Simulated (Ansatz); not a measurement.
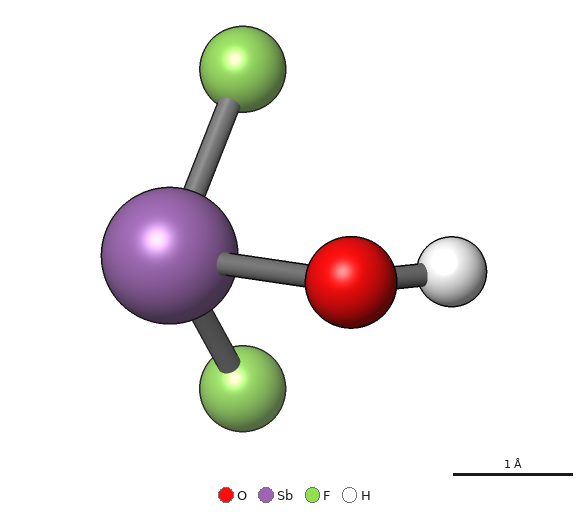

A ball-and-stick model of a molecule.

**Give the formula.**

F2HOSb, 5 atoms: 2 fluorine, 1 hydrogen, 1 oxygen and 1 antimony.

**How many sets of symmetry-equivalent atoms are there?**

4: 1 O, 1 Sb, 2 F, 1 H.

**How many bonds of each kind are drawn?**

2 F–Sb, 1 O–Sb, 1 O–H.

More results for the same structure follow; atom numbers are the same in all pictures, views and colours differ. The geometry was computed by an optimisation with PBE0-D4/def2-TZVP.

Dipole moment

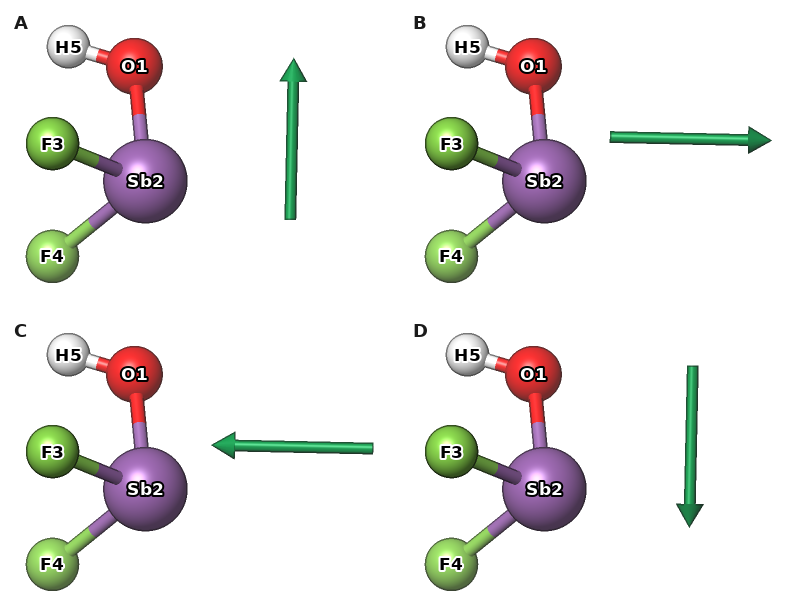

The same molecule four times, each with an arrow. Method: RKS PBE-D4/def2-TZVPP, core potentials on Sb (Ansatz 0.2.0).

**Which arrow points along the dipole moment, from the negative to the positive end?**

B. The dipole moment is 1.89 D; it points from the side of F3, F4 to the side of Sb2 (the outermost atoms at the two ends).

Vibrations

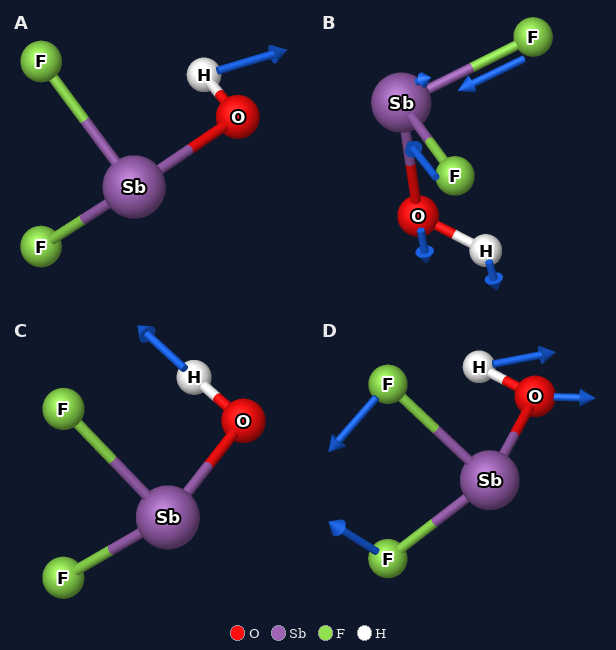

4 normal modes of one molecule or complex, as arrows. Harmonic vibrations computed with RKS PBE0-D4/def2-TZVP, core potentials on Sb (Ansatz 0.2.0) at a stationary point of the same level.

**Match the panels to the wavenumbers 210 cm⁻¹, 634 cm⁻¹, 842 cm⁻¹, 3850 cm⁻¹.**

A: 842 cm⁻¹, H–O–Sb bending
B: 634 cm⁻¹, in-phase stretching of 2 Sb–F bonds
C: 3850 cm⁻¹, O–H stretching
D: 210 cm⁻¹, F–Sb–F bending

Thermal motion

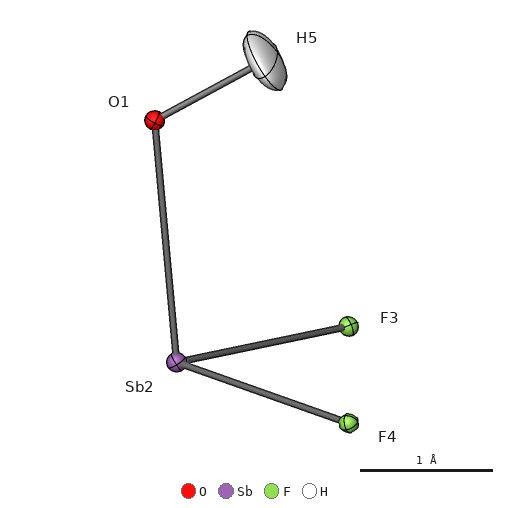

Displacement ellipsoids at the 50 % level, from the internal vibrations of the free molecule (harmonic, no overall translation or rotation; no half-axis is drawn under 0.075 Å). Vibrations computed with RKS PBE0-D4/def2-TZVP, core potentials on Sb (Ansatz 0.2.0). Temperature: 100 K.

List U_eq and the three principal root-mean-square amplitudes for each kind of atom.

| atom | U_eq (Å²) | rms amplitudes (Å) |
| --- | --- | --- |
| O1 | 0.0020 | 0.035, 0.045, 0.054 |
| Sb2 | 0.00010 | 0.009, 0.009, 0.012 |
| F3, F4 | 0.0018 | 0.033, 0.045, 0.049 |
| H5 | 0.0374 | 0.073, 0.154, 0.288 |
